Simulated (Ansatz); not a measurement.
# Molecular dynamics, with input and output: GaH3O (part 3 of 3)

GaH3O; UHF/def2-SVPD (Ansatz 0.2.0). It belongs to a series of runs on one base structure; here: dynamics from the highest image of the converged band.

Geometry of the input (Å):
```
Ga 0.1578  0.2152  0.6512
H  -0.8223  -0.0488  -1.0616
O  1.1827  -0.7590  -0.2768
H  0.0104  -0.4808  -1.0341
H  -0.5286  1.0735  1.7213
```

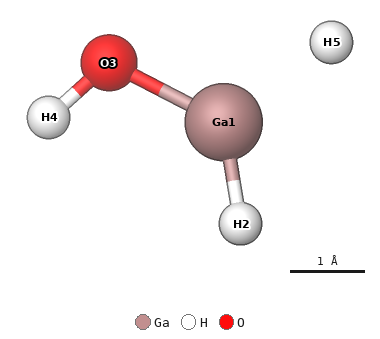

Figure 1. The geometry at step 114 of the log (ball-and-stick view, seen on its broad side; atoms are numbered from 1 in the order of the input).

Trajectory as extended XYZ, continued:
```
5
Properties=species:S:1:pos:R:3:forces:R:3 step=23 time_fs=11.5 energy=-54407.19427 temperature=417.8
Ga    0.1583    0.2178    0.6517   -1.0702   0.1502  -0.7397
H    -0.8455   -0.0280   -1.0702    0.0842   0.2248   0.7033
O     1.1757   -0.7614   -0.2806   -0.8984  -0.2557  -1.4312
H     0.1250   -0.5620   -1.0010    1.9632  -0.4956   0.8299
H    -0.5424    0.9914    1.7269   -0.0788   0.3762   0.6377
5
Properties=species:S:1:pos:R:3:forces:R:3 step=29 time_fs=14.5 energy=-54408.40196 temperature=3500.5
Ga    0.1562    0.2191    0.6511   -3.2976   1.2474  -0.6793
H    -0.8787    0.0064   -0.9915   -0.2073   0.9459   1.6462
O     1.1693   -0.7650   -0.2911    0.4533  -0.8014  -1.3820
H     0.3928   -0.6303   -0.9147    2.5787  -1.5080  -0.2231
H    -0.5328    0.9908    1.7677    0.4729   0.1160   0.6382
5
Properties=species:S:1:pos:R:3:forces:R:3 step=34 time_fs=17.0 energy=-54408.79432 temperature=4519.9
Ga    0.1516    0.2212    0.6499   -3.9267   1.2195  -1.2066
H    -0.9145    0.0898   -0.8262    0.0833   0.8176   1.5949
O     1.1719   -0.7718   -0.2983    8.6535  -1.2130   8.3355
H     0.6683   -0.7622   -0.9555   -5.7447  -0.5604  -8.9716
H    -0.4964    0.9987    1.8420    0.9346  -0.2636   0.2477
5
Properties=species:S:1:pos:R:3:forces:R:3 step=40 time_fs=20.0 energy=-54409.04131 temperature=5181.2
Ga    0.1418    0.2252    0.6472   -2.7524   0.8860  -0.5707
H    -0.9584    0.2533   -0.5124   -0.6257   0.5464   0.1701
O     1.2049   -0.7871   -0.2871   -0.4118  -1.9220  -6.0942
H     0.7528   -0.9444   -1.3701    2.6332   0.9722   6.4980
H    -0.3794    0.9874    1.9508    1.1567  -0.4825  -0.0032
5
Properties=species:S:1:pos:R:3:forces:R:3 step=46 time_fs=23.0 energy=-54410.10657 temperature=7903.1
Ga    0.1288    0.2302    0.6438    0.0091  -0.0440   0.4751
H    -1.0633    0.4656   -0.1881   -1.7460   0.4116  -1.3756
O     1.2378   -0.8120   -0.3035   -0.1743  -1.0812  -3.7338
H     1.0226   -1.0534   -1.3111    0.7449   1.2939   4.7793
H    -0.1642    0.9353    2.0601    1.1662  -0.5804  -0.1449
5
Properties=species:S:1:pos:R:3:forces:R:3 step=51 time_fs=25.5 energy=-54409.72443 temperature=6994.2
Ga    0.1175    0.2344    0.6413   -0.0372  -0.3651  -0.4315
H    -1.2472    0.6672    0.0075   -0.0764  -0.1288  -0.5692
O     1.2648   -0.8347   -0.3248   -1.0136   5.9701  15.6652
H     1.2977   -1.1033   -1.0757    0.1948  -4.8086 -14.1264
H     0.0910    0.8540    2.1408    0.9324  -0.6676  -0.5381
5
Properties=species:S:1:pos:R:3:forces:R:3 step=57 time_fs=28.5 energy=-54409.41113 temperature=6136.1
Ga    0.1040    0.2391    0.6379   -0.4811   0.1025  -0.3179
H    -1.4660    0.8940    0.1974    1.8063  -0.9623  -0.0205
O     1.2952   -0.8465   -0.3101    0.8572  -1.6667  -4.3159
H     1.5979   -1.3211   -1.3143   -2.3350   3.1150   5.8398
H     0.4652    0.7047    2.1914    0.1526  -0.5885  -1.1856
5
Properties=species:S:1:pos:R:3:forces:R:3 step=63 time_fs=31.5 energy=-54409.52516 temperature=6405.2
Ga    0.0900    0.2438    0.6342    0.7252  -0.1171   0.2834
H    -1.5394    1.0415    0.3811    2.2403  -1.3283  -0.1383
O     1.3286   -0.8638   -0.3109    0.3197  -0.7713  -2.5434
H     1.7223   -1.3248   -1.1752   -2.4436   2.4665   3.8828
H     0.8511    0.5066    2.1424   -0.8415  -0.2497  -1.4845
5
Properties=species:S:1:pos:R:3:forces:R:3 step=69 time_fs=34.5 energy=-54409.09297 temperature=5254.6
Ga    0.0770    0.2484    0.6307    2.6021  -0.8199   0.6682
H    -1.4267    1.0776    0.5512    1.5843  -1.1791  -0.4759
O     1.3555   -0.8772   -0.3116   -7.3736   6.3200   9.3183
H     1.7681   -1.2456   -0.9244    4.8062  -4.6155  -8.4578
H     1.1660    0.2885    1.9706   -1.6189   0.2945  -1.0529
5
Properties=species:S:1:pos:R:3:forces:R:3 step=74 time_fs=37.0 energy=-54408.52398 temperature=3842.9
Ga    0.0686    0.2515    0.6285    4.7149  -1.9022   0.7186
H    -1.2332    1.0340    0.6635   -0.6950   0.0159  -0.6648
O     1.3562   -0.8693   -0.2846    2.0107  -1.9913  -4.2350
H     1.9860   -1.3729   -1.0964   -4.2695   3.1375   4.3087
H     1.3268    0.1239    1.7585   -1.7612   0.7402  -0.1274
5
Properties=species:S:1:pos:R:3:forces:R:3 step=80 time_fs=40.0 energy=-54408.22701 temperature=3062.3
Ga    0.0641    0.2527    0.6265    7.1339  -3.6494   0.1064
H    -1.0815    1.0000    0.7487   -3.8733   1.9742  -0.5021
O     1.3645   -0.8677   -0.2701    1.2730  -1.6049  -3.8612
H     1.9515   -1.3137   -1.0191   -3.3166   2.1439   2.8219
H     1.3856   -0.0140    1.5025   -1.2170   1.1362   1.4350
5
Properties=species:S:1:pos:R:3:forces:R:3 step=86 time_fs=43.0 energy=-54408.07195 temperature=2620.7
Ga    0.0676    0.2500    0.6247    2.4953  -1.1696  -0.1797
H    -1.2034    1.0975    0.7852   -0.6031  -0.1097  -0.7979
O     1.3700   -0.8674   -0.2633   -6.4319   4.1121   6.9522
H     1.7833   -1.1837   -0.9072    4.5845  -4.0134  -8.8470
H     1.3446   -0.0563    1.3700   -0.0448   1.1806   2.8723
5
Properties=species:S:1:pos:R:3:forces:R:3 step=91 time_fs=45.5 energy=-54407.93473 temperature=2330.2
Ga    0.0733    0.2463    0.6230   -0.0702   0.2216  -0.3525
H    -1.3664    1.1861    0.7662    1.3775  -1.2749  -0.8019
O     1.3546   -0.8553   -0.2404    1.8357  -2.2138  -6.6030
H     1.8398   -1.2552   -1.2032   -3.3688   2.3448   5.0757
H     1.2995   -0.0151    1.4372    0.2258   0.9223   2.6816
5
Properties=species:S:1:pos:R:3:forces:R:3 step=97 time_fs=48.5 energy=-54408.98285 temperature=5013.8
Ga    0.0805    0.2421    0.6208    0.8666   0.0982   0.5541
H    -1.4579    1.1953    0.6814    1.9681  -1.5208  -0.6436
O     1.3427   -0.8497   -0.2420    0.5211  -1.1587  -5.3255
H     1.6790   -1.1831   -1.2128   -2.2591   1.8153   4.6930
H     1.2485    0.1080    1.7135   -1.0967   0.7660   0.7220
5
Properties=species:S:1:pos:R:3:forces:R:3 step=103 time_fs=51.5 energy=-54409.46664 temperature=6263.4
Ga    0.0887    0.2380    0.6192    1.9430  -0.1509   1.8756
H    -1.3869    1.0777    0.5410    1.4255  -1.0862  -0.5104
O     1.3306   -0.8463   -0.2577   -2.2399   3.6935  11.8043
H     1.3713   -1.0222   -1.0547    0.4447  -2.6923 -11.8942
H     1.1109    0.2937    2.0521   -1.5733   0.2359  -1.2753
5
Properties=species:S:1:pos:R:3:forces:R:3 step=109 time_fs=54.5 energy=-54409.34084 temperature=5953.5
Ga    0.0993    0.2337    0.6200    3.2952  -0.7012   2.9356
H    -1.2089    0.8748    0.3542   -1.2573   0.4093  -0.8005
O     1.3064   -0.8298   -0.2428   -2.1370  -0.2480  -6.6605
H     1.1076   -0.9878   -1.3943    1.1431   0.8552   6.6667
H     0.8447    0.4999    2.2896   -1.0439  -0.3152  -2.1413
5
Properties=species:S:1:pos:R:3:forces:R:3 step=114 time_fs=57.0 energy=-54409.74613 temperature=6994.0
Ga    0.1111    0.2295    0.6233    3.2896  -0.4869   3.7883
H    -1.1287    0.7231    0.1446   -2.6360   0.9669  -1.3849
O     1.2779   -0.8161   -0.2530   -2.1592  -0.2022  -5.8053
H     0.9534   -0.9160   -1.3187    1.9164   0.3605   5.6817
H     0.5527    0.6535    2.3516   -0.4106  -0.6383  -2.2798
5
Properties=species:S:1:pos:R:3:forces:R:3 step=120 time_fs=60.0 energy=-54409.65421 temperature=6814.6
Ga    0.1284    0.2242    0.6314   -1.3126   1.3127   2.2324
H    -1.1990    0.6021   -0.1977    0.4528  -0.1006   0.1157
O     1.2376   -0.7999   -0.2821    7.3746   0.6193  13.4483
H     0.8458   -0.8179   -0.9742   -6.8867  -1.0904 -14.1376
H     0.1734    0.7878    2.2508    0.3719  -0.7409  -1.6589
5
Properties=species:S:1:pos:R:3:forces:R:3 step=126 time_fs=63.0 energy=-54409.27361 temperature=5779.4
Ga    0.1444    0.2203    0.6422   -3.5275   1.3915  -0.7158
H    -1.2512    0.4820   -0.5348    1.4626  -0.1512   1.3059
O     1.2143   -0.7820   -0.2795   -2.9693  -0.6572  -5.4220
H     0.5137   -0.7894   -1.1907    4.3498  -0.4173   4.5758
H    -0.1770    0.8634    2.0175    0.6843  -0.1658   0.2561
5
Properties=species:S:1:pos:R:3:forces:R:3 step=131 time_fs=65.5 energy=-54408.68597 temperature=4265.3
Ga    0.1545    0.2183    0.6507   -3.6664   0.9736  -2.1333
H    -1.2042    0.3720   -0.7368    1.2804   0.0262   1.5216
O     1.1865   -0.7693   -0.2935   -2.4133  -1.1516  -5.1109
H     0.4570   -0.7959   -1.1682    4.3355  -0.2059   4.3363
H    -0.4272    0.9132    1.8298    0.4638   0.3576   1.3863
5
Properties=species:S:1:pos:R:3:forces:R:3 step=137 time_fs=68.5 energy=-54407.86301 temperature=2213.4
Ga    0.1624    0.2173    0.6587   -4.4820   1.5831  -1.7236
H    -1.0490    0.2434   -0.8583    0.8179   0.2863   1.6420
O     1.1476   -0.7595   -0.3281   12.5894   0.1929  12.2432
H     0.6318   -0.8297   -0.9229  -10.0299  -1.9040 -12.9317
H    -0.6837    0.9933    1.7015    1.1046  -0.1583   0.7701
5
Properties=species:S:1:pos:R:3:forces:R:3 step=143 time_fs=71.5 energy=-54407.96397 temperature=2398.8
Ga    0.1648    0.2181    0.6645   -4.8156   1.7425  -1.6151
H    -0.8320    0.1422   -0.8435   -0.5584   0.7992   1.1125
O     1.1454   -0.7533   -0.3338   -0.2385  -3.0495  -4.3802
H     0.4493   -0.9524   -1.1876    3.8704   1.1677   4.5964
H    -0.8460    1.0609    1.6419    1.7421  -0.6598   0.2864
5
Properties=species:S:1:pos:R:3:forces:R:3 step=149 time_fs=74.5 energy=-54407.88600 temperature=2196.6
Ga    0.1612    0.2210    0.6683   -3.8453   1.3129  -1.4674
H    -0.6627    0.1090   -0.7356   -1.9617   1.2055   0.1320
O     1.1487   -0.7617   -0.3544    0.3651  -3.3049  -3.7976
H     0.4868   -1.0045   -1.2017    3.7075   1.3795   4.5938
H    -0.8628    1.0756    1.6122    1.7343  -0.5929   0.5392
5
Properties=species:S:1:pos:R:3:forces:R:3 step=154 time_fs=77.0 energy=-54407.61385 temperature=1563.0
Ga    0.1547    0.2247    0.6701   -1.9611   0.3383  -1.5556
H    -0.6420    0.1560   -0.6353   -2.3492   0.9586  -0.9188
O     1.1564   -0.7806   -0.3824   12.7164   2.9171  14.3339
H     0.7002   -0.9816   -0.9911   -9.6627  -4.0698 -13.0125
H    -0.7644    1.0501    1.6234    1.2565  -0.1441   1.1530
5
Properties=species:S:1:pos:R:3:forces:R:3 step=160 time_fs=80.0 energy=-54408.88438 temperature=4769.8
Ga    0.1446    0.2295    0.6702   -0.8819  -0.7730  -3.1009
H    -0.7937    0.2877   -0.5775   -1.3258   0.6100  -0.3536
O     1.2039   -0.7991   -0.3774   -1.8507  -2.0307  -3.1497
H     0.5845   -1.1088   -1.2459    3.3777   1.8385   4.7932
H    -0.5512    1.0116    1.7325    0.6806   0.3552   1.8111
5
Properties=species:S:1:pos:R:3:forces:R:3 step=166 time_fs=83.0 energy=-54409.57638 temperature=6550.0
Ga    0.1332    0.2334    0.6667   -1.4412  -0.2880  -3.0723
H    -1.0531    0.4695   -0.5446    0.5758   0.0007   1.0568
O     1.2489   -0.8249   -0.3789   -3.4184  -1.0388  -2.9765
H     0.6379   -1.1361   -1.2570    3.3320   1.7703   4.7411
H    -0.2712    0.9926    1.9795    0.9518  -0.4441   0.2508
5
Properties=species:S:1:pos:R:3:forces:R:3 step=171 time_fs=85.5 energy=-54409.20448 temperature=5637.0
Ga    0.1224    0.2364    0.6609   -1.1136   0.2977  -1.5579
H    -1.2413    0.6237   -0.4563    1.5477  -0.4643   1.4192
O     1.2757   -0.8495   -0.3880    6.8910   5.5655  14.3411
H     0.8538   -1.0679   -1.0267   -7.9727  -4.3476 -12.6629
H     0.0204    0.9521    2.2078    0.6476  -1.0513  -1.5394
5
Properties=species:S:1:pos:R:3:forces:R:3 step=177 time_fs=88.5 energy=-54409.56257 temperature=6516.0
Ga    0.1083    0.2403    0.6522    0.0747   0.2614  -0.1817
H    -1.3473    0.7722   -0.2424    1.7982  -0.7343   1.1243
O     1.3226   -0.8616   -0.3577   -4.4488  -0.0949  -3.1887
H     0.7961   -1.1651   -1.2752    2.8378   1.5469   4.6876
H     0.4149    0.8243    2.3613   -0.2619  -0.9791  -2.4416
5
Properties=species:S:1:pos:R:3:forces:R:3 step=183 time_fs=91.5 energy=-54409.54497 temperature=6475.6
Ga    0.0944    0.2445    0.6432    2.1808  -0.4567   0.9831
H    -1.3059    0.8600    0.0641    0.9046  -0.5586   0.2123
O     1.3525   -0.8703   -0.3329   -4.8242  -0.1966  -4.1714
H     0.8675   -1.1922   -1.3072    2.8036   1.7243   5.3046
H     0.7878    0.6147    2.3112   -1.0648  -0.5123  -2.3287
5
Properties=species:S:1:pos:R:3:forces:R:3 step=189 time_fs=94.5 energy=-54409.15500 temperature=5549.9
Ga    0.0834    0.2480    0.6355    5.3583  -2.1099   1.5754
H    -1.2000    0.9073    0.3875   -1.5598   0.5138  -0.7635
O     1.3602   -0.8769   -0.3214    2.4012   6.8268  15.6662
H     1.1188   -1.1217   -1.0316   -4.7664  -5.3566 -15.1346
H     1.0719    0.3621    2.0665   -1.4333   0.1259  -1.3436
5
Properties=species:S:1:pos:R:3:forces:R:3 step=194 time_fs=97.0 energy=-54409.56493 temperature=6511.1
Ga    0.0789    0.2490    0.6304    4.8843  -2.3188   0.6306
H    -1.1942    0.9716    0.6149   -1.6363   0.5775  -0.6916
O     1.3658   -0.8657   -0.2796   -3.1067  -0.7286  -5.1365
H     1.1889   -1.2344   -1.2778    0.8654   1.7955   4.8501
H     1.2186    0.1577    1.7741   -1.0067   0.6744   0.3475
5
Properties=species:S:1:pos:R:3:forces:R:3 step=200 time_fs=100.0 energy=-54408.29696 temperature=3261.8
Ga    0.0786    0.2479    0.6250    1.4166  -0.6544   0.2766
H    -1.2940    1.0812    0.8311    0.5480  -0.6830  -0.8517
O     1.3597   -0.8531   -0.2472   -2.1783  -2.0903  -7.7085
H     1.3019   -1.2753   -1.3239    0.2563   2.3001   5.8816
H     1.3230   -0.0336    1.4610   -0.0426   1.1276   2.4020
```

Key numbers:

| quantity | value |
| --- | --- |
| outcome | finished |
| mean temperature over the second half | 5458 K |
| trajectory | 200 steps, 100 fs |
| ensemble | nve |
| temperature in the input | 100.0 K |
| time step | 0.5 fs |
| potential energy (last step) | −54408.2970 eV |
| mean-field energy (last step) | −54408.2970 eV |
| largest force (length of the vector) (last step) | 8.279 eV/Å |
| hardware | 2 threads of Arm Neoverse N1, 16 GiB of memory available, shared host |
| wall time | 5.4 min (CPU time 9.9 min) |
| peak memory | 0.19 GiB |

Remarks:

So short a trajectory is not equilibrated.
